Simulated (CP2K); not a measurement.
Band structure of Ti (P6_3/mmc, 2 atoms in the cell).

```
CELL_PARAMETERS angstrom
      2.95000     0.00000     0.00000
     -1.47500     2.55477     0.00000
      0.00000     0.00000     4.68000
ATOMIC_POSITIONS crystal
  Ti 0.33333 0.66667 0.25000
  Ti 0.66667 0.33333 0.75000
```

Method: PBE, GPW, DZVP-MOLOPT-SR-GTH basis, GTH-PBE potentials (GTH_POTENTIALS) (CP2K).

Settings: CUTOFF = 600 Ry; REL_CUTOFF = 60 Ry; SMEAR/METHOD = FERMI_DIRAC; ELECTRONIC_TEMPERATURE = 1160.45 K; KPOINTS/SCHEME = MONKHORST-PACK 13 13 7; XC_FUNCTIONAL = PBE; Ti/BASIS_SET = DZVP-MOLOPT-SR-GTH-q12; Ti/POTENTIAL = GTH-PBE-q12; METHOD = GPW; EPS_DEFAULT = 1e-10; EXTRAPOLATION = USE_GUESS; NGRIDS = 5; SCF_GUESS = ATOMIC; EPS_SCF = 1e-06.

The starting cell has typed, rounded lattice constants, without a prior relaxation at this level. Spin polarisation is off. Values carry the incompleteness of an atom-centred basis.

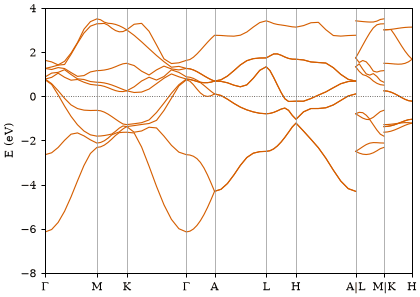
*Bands along the path, energies from the Fermi level.*

Levels in eV from the Fermi level, bands 9 to 14:
```
point      9     10     11     12     13     14
-----  -----  -----  -----  -----  -----  -----
Γ      -6.14  -2.64   0.74   0.78   0.78   0.88
M      -2.32  -2.12  -1.80  -0.64   0.51   0.64
K      -1.63  -1.37  -1.37  -1.28   0.25   0.25
A      -4.30  -4.30   0.11   0.11   0.69   0.69
L      -2.49  -2.49  -0.79  -0.79   1.34   1.34
H      -1.21  -1.21  -1.04  -1.04  -0.22  -0.22
```

Bands cross the Fermi level along this path, so the cell is metallic at this level.

Higher empty bands are left out: an atom-centred basis made for the valence describes them poorly.
